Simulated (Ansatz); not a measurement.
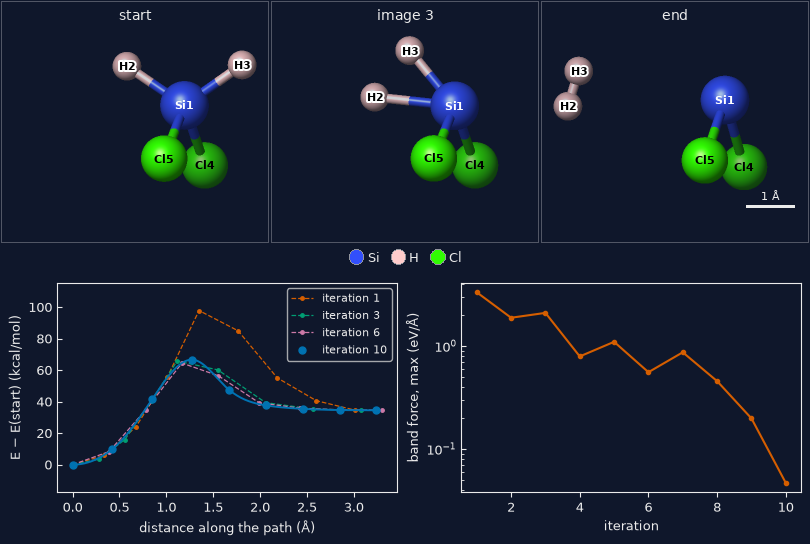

A search for the minimum-energy path of SiH2Cl2 by the nudged elastic band. Images are numbered from 0 (start) to 8 (end). The plot follows the band through its iterations. Style: ball-and-stick. Shown from a free direction.

All numbers below come from Ansatz 0.2.0, RKS PBE/def2-SVP. Run with 7 movable images; climbing image; force threshold 0.05 eV/Å; iteration limit 60; starting path through a guess of the saddle point.

Judge this run.

Answer. The result is final at these settings. The band converged in 10 iterations. The largest component of the band force went from 3.3 to 0.047 eV/Å. The climbing image converged on the top of the path. Its vibrational analysis gives one imaginary mode (1282i cm⁻¹), as a transition state must have. The first iteration put the highest image at 97.9 kcal/mol. The highest point, image 3, lies 66.7 kcal/mol above the start and 32.1 kcal/mol above the end; the end is at +34.6 kcal/mol relative to the start.

Cost: 100 s on 1 thread of Arm Neoverse V1, with other jobs on the host, peak memory 0.11 GiB.
